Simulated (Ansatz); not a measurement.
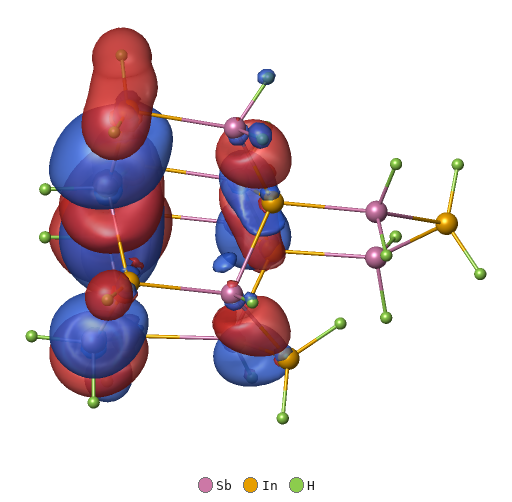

The picture shows: H$_{26}$In$_{9}$Sb$_{10}$ (In9Sb10 wurtzite ring sphere) (charge +1). One frontier orbital at ±0.05 Å⁻³ᐟ² (blue and red are the two phases), seen from one side.

Geometry: r2SCAN-D4/def2-SVP; core potentials replace the inner electrons of Sb and In.

Method: RKS PBE0-D4/def2-SVP in Ansatz 0.2.0.

```csv
atom,x (Å),y (Å),z (Å)
Sb,0.7060,-4.8179,-0.0818
In,0.7601,-5.1389,2.8796
Sb,0.6539,-2.1548,-4.1077
In,-0.8832,-0.5105,-5.9911
In,0.7655,-2.2426,-1.2593
Sb,-1.4516,-0.8384,-0.1880
Sb,0.8480,-2.2684,3.2812
In,-1.5812,-0.9126,2.6982
Sb,-1.5337,1.6443,-4.1083
In,-1.5580,1.7837,-1.2600
Sb,-3.8180,3.0201,-0.0835
Sb,-1.5393,1.8693,3.2801
In,-4.0692,3.2282,2.8779
Sb,2.9796,-0.7428,-0.4044
In,3.2535,-1.0423,2.4298
In,2.8206,1.6262,-2.0652
Sb,0.8488,2.9492,-0.4047
Sb,2.9008,1.6735,3.2844
In,0.7264,3.3383,2.4291
H,-0.5984,-5.5899,-0.8531
H,1.9307,-5.6606,-0.9075
H,-0.8305,-5.6801,3.2160
H,2.3337,-5.7628,3.1471
H,0.3965,-3.7825,-4.5400
H,2.3013,-2.1243,-4.5288
H,-2.3628,-1.3623,-6.1231
H,0.2786,0.1588,-7.0520
H,-2.8249,-1.6304,-0.8129
H,0.9708,-2.0843,4.9722
H,-3.0016,-1.7316,3.2356
H,-3.0680,2.2433,-4.5435
H,-0.6757,3.0517,-4.5264
H,-5.1384,2.2761,-0.8553
H,-3.9359,4.5020,-0.9093
H,-1.3196,1.8843,4.9713
H,-5.3330,2.1212,3.2144
H,-3.8233,4.9032,3.1448
H,4.2446,-1.6982,-1.0294
H,4.7528,-1.7365,2.9126
H,1.8323,1.0559,-3.3848
H,4.3034,2.4826,-2.0877
H,0.6550,4.5225,-1.0302
H,2.8841,1.6640,4.9846
H,4.3660,2.5189,3.1073
H,0.8754,4.9840,2.9112
```

**Which orbital is it: HOMO or LUMO?**

The HOMO, at −8.83 eV. It lies mainly on Sb7 (about 15 %), Sb12 (about 15 %), Sb18 (about 10 %), In13 (about 10 %) and In2 (about 10 %).
